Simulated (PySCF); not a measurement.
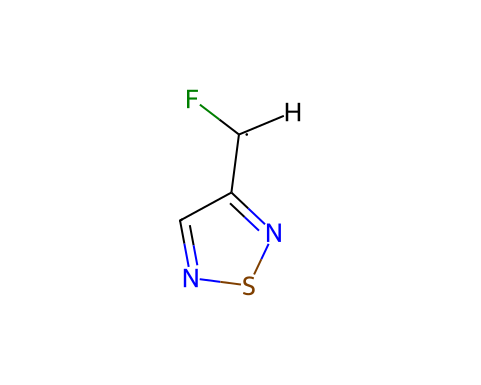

State: neutral, doublet. The computed structure is the end point of a GFN2-xTB optimisation. No frequency run is at hand to confirm it as a minimum. Properties computed with UKS B3LYP, pcH-1 on C F H N S, non-relativistic (PySCF 2.14.0).

What does the calculation give?

The species is C₃H₂FN₂S (`F[CH]c1cnsn1`).
- ⟨S²⟩ of the determinant: 0.771
- isotropic g value: 2.00437
